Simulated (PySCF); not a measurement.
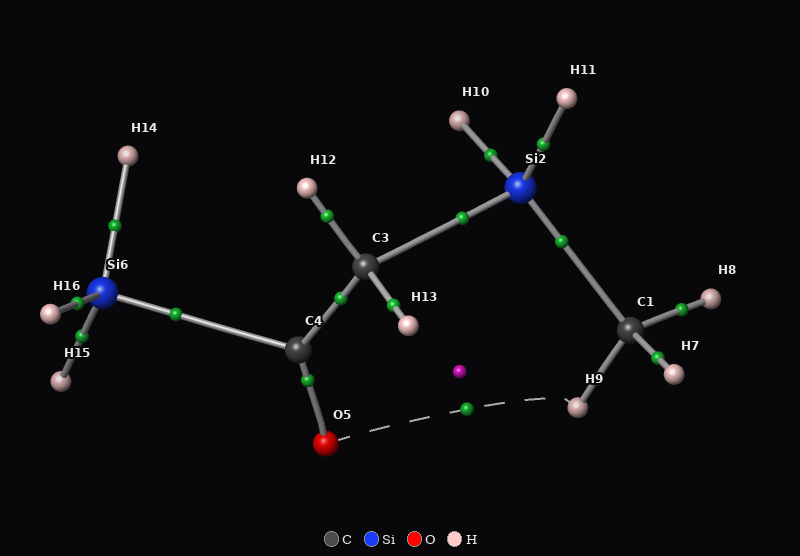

*C$_{3}$H$_{10}$OSi$_{2}$, charge +1, doublet, SMILES `C[SiH2]CC(=[O+])[SiH3]`. Molecular graph of the electron density (QTAIM): bond paths, bond critical points (green), ring points (magenta, if any); weak paths are dashed.*

Computed with PySCF, HF/6-31+G*, geometry: GFN2-xTB. No frequency check shows the geometry to be a minimum. The stability of the open-shell solution wasn't checked. GFN2-xTB doesn't know the spin state, so this open-shell geometry is rough.

Cartesian coordinates (Å):

```
C1       2.6696   -0.8510   -0.1427
Si2      1.7548    0.7895   -0.2667
C3       0.1111    0.5867    0.8958
C4      -0.6952   -0.4276    0.3220
O5      -0.5543   -1.5728    0.0631
Si6     -2.6040    0.2413   -0.2565
H7       3.0722   -1.0140    0.8563
H8       3.5078   -0.8808   -0.8347
H9       2.0263   -1.6979   -0.3793
H10      1.2012    1.1075   -1.5830
H11      2.3614    1.9375    0.4025
H12     -0.3683    1.5531    0.9971
H13      0.4821    0.2534    1.8649
H14     -2.1787    1.3779   -1.0732
H15     -3.1638   -0.9097   -0.9455
H16     -3.1301    0.5768    1.0636
```

Question: How many critical points of each kind are there, and does the count close?

Answer: 16 nuclei, 16 bond, 1 ring and 0 cage critical points: 16 − 16 + 1 − 0 = 1, as the Poincaré–Hopf relation requires.

Question: Give the properties at the bond critical points.

Answer:
```csv
bond,length (Å),ρ (a.u.),∇²ρ (a.u.),ε,H (a.u.)
C4–O5,1.182,0.425,+1.11,0.20,−0.688
C3–C4,1.417,0.290,−0.92,0.21,−0.402
C3–H12,1.084,0.280,−1.02,0.04,−0.290
C1–H8,1.087,0.272,−0.95,0.01,−0.276
C1–H7,1.089,0.271,−0.94,0.01,−0.273
C3–H13,1.090,0.271,−0.96,0.05,−0.275
C1–H9,1.090,0.271,−0.92,0.01,−0.271
Si6–H15,1.454,0.130,+0.16,0.02,−0.093
Si6–H16,1.460,0.128,+0.16,0.02,−0.091
Si6–H14,1.463,0.127,+0.16,0.03,−0.090
Si2–H11,1.461,0.126,+0.18,0.02,−0.087
Si2–H10,1.463,0.124,+0.19,0.01,−0.085
C1–Si2,1.882,0.123,+0.28,0.02,−0.073
Si2–C3,2.024,0.084,+0.19,0.02,−0.040
C4–Si6,2.104,0.071,+0.10,0.07,−0.036
O5–H9,2.621,0.007,+0.03,0.47,+0.001
```

Question: What kind of interaction is O5–H9?

Answer: Closed-shell (ionic, hydrogen-bonded or van der Waals): ρ = 0.007, ∇²ρ = +0.03, H = +0.001 a.u.

Question: Are there bond paths between atoms that aren't covalently bonded?

Answer: Yes: O5–H9 (2.62 Å, ρ = 0.007).
